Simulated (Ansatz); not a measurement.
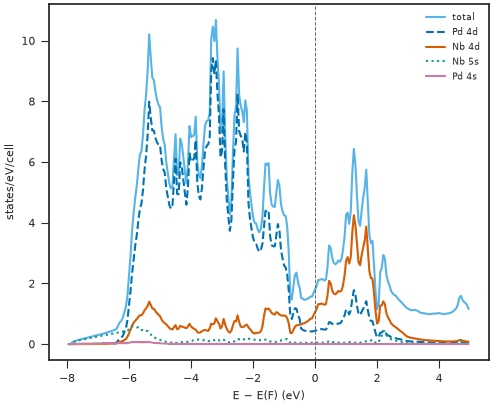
*Total and projected density of states of NbPd3 in space group I4/mmm (No. 139; Nb on 2a, Pd on 4d, Pd on 2b), r²SCAN in the plane-wave PAW code Ansatz*

**Question.** Which orbitals carry the states next to the Fermi level?

**Answer.** Within 0.5 eV of the Fermi level: Nb 4d 57 %, Pd 4d 26 %, outside the projected shells 14 %. Projections are on Löwdin-orthogonalised atomic valence shells; empty p or d shells of many metals are not among them.

**Question.** Where is the tallest occupied peak in this window, and what makes it?

**Answer.** Near -3.2 eV, about 11 states/eV per cell; the largest projected share is Pd 4d.

The workflow started from an entry of the Crystallography Open Database (COD), which files this formula under 2 space groups. Its standing as an ambient phase is unchecked. The r²SCAN relaxation kept the symmetry of its start; its stability against distortions is not shown here. No spin polarisation was allowed. Spin–orbit coupling is left out wherever it is not named.

Potentials: the later of the program's two PAW sets.
